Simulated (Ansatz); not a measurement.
```xyz
14

C     2.0657    0.6225   -1.0142
C     0.6257   -1.6656    0.3414
C    -1.5606    1.3562   -1.9111
N     0.3108   -2.7822    0.2335
N    -1.3368    1.4407   -3.0514
O    -0.3287    0.9849    0.6141
Si    1.0969    0.1362    0.4883
Si   -1.8163    1.1960   -0.0700
H     2.9888    0.0257   -1.0884
H     2.3468    1.6865   -0.9635
H     1.4770    0.4652   -1.9317
H     1.8345    0.2956    1.7640
H    -2.7009    0.0261    0.1528
H    -2.4127    2.4608    0.4169
```

Geometry: r2SCAN-D4/def2-SVP.

Computed with Ansatz, isolated molecule in a Gaussian basis; Kohn-Sham density functional theory, functional PBE0.

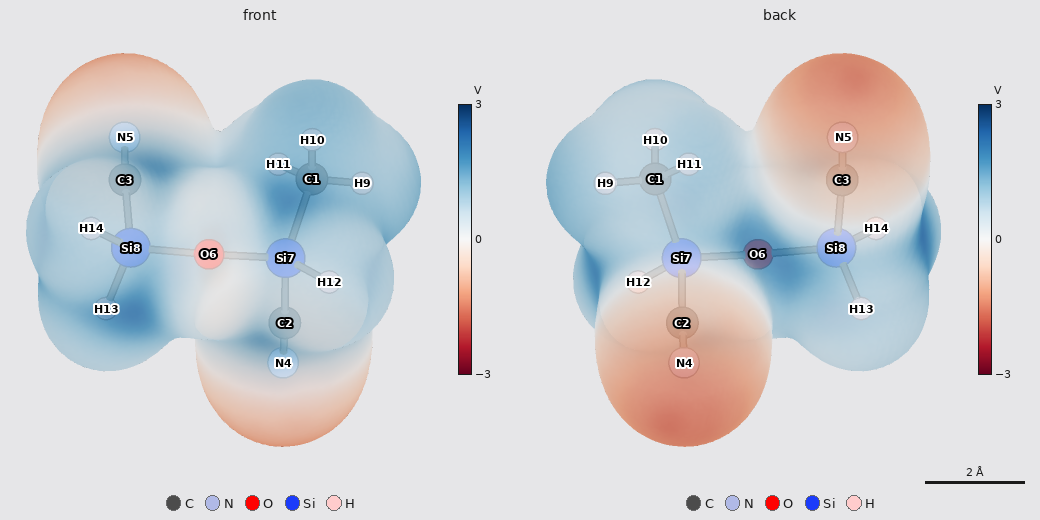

C3H6N2OSi2. The molecular electrostatic potential painted on the density surface at 0.002 e/bohr³, seen from the front and from behind; red is negative and blue positive.

Which sites attract a positive test charge, and which a negative one?

Answer. A positive charge is drawn to the negative regions and a negative charge to the positive ones. The most negative region (about −1.6 V) lies over N4 and N5, the most positive (about +2.1 V) over Si8.

How polar is the molecule by this calculation?

Answer. Its dipole moment is 3.92 D.
